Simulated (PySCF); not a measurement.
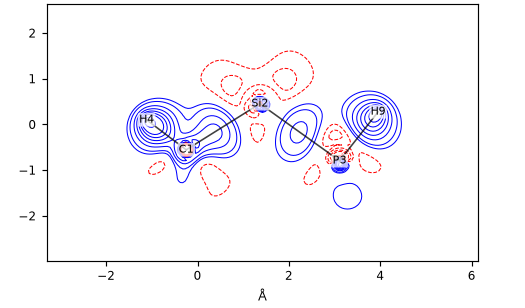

*CH$_{6}$PSi, charge −1, SMILES `C[SiH2][PH-]`. Deformation density (molecule less spherical, spin-averaged free atoms) in the plane of C1, Si2, P3, H4 and H9; contours at ±0.05 to ±0.8 e/Å³; solid blue lines: gain, dashed red lines: loss.*

Level of theory: PBE0/aug-cc-pVDZ (PySCF), at a geometry from GFN2-xTB. The highest occupied Kohn–Sham orbital has positive energy, a self-interaction fault of such functionals for anions. No frequency check shows the geometry to be a minimum. GFN2-xTB bond lengths at metals and heavier atoms can be off by up to 0.1 Å and shapes distorted, which carries into these values.

How much density has each bond in this plane gained at its critical point, relative to the free atoms?

Answer. C1–H4: +0.61 e/Å³ at the bond critical point (bond length 1.09 Å). Si2–P3: +0.14 e/Å³ at the bond critical point (bond length 2.15 Å). P3–H9: +0.11 e/Å³ at the bond critical point (bond length 1.36 Å); up to 0.6 Å beside the axis the gain reaches +0.38 e/Å³. C1–Si2: +0.10 e/Å³ at the bond critical point (bond length 1.90 Å); up to 0.6 Å beside the axis the gain reaches +0.36 e/Å³. In all, 2.5 electrons gather in the regions of gain relative to the promolecule of neutral atoms (this includes the anion's extra charge). A small or negative value marks a very polar bond, one between electron-rich atoms, whose free-atom densities already overlap strongly, a long bond to a heavier atom, or a closed-shell contact such as a hydrogen bond.

Where do the Hirshfeld charges lie?

Answer. The highest Hirshfeld charge is on Si2 (+0.13 e), the lowest on P3 (−0.55 e).
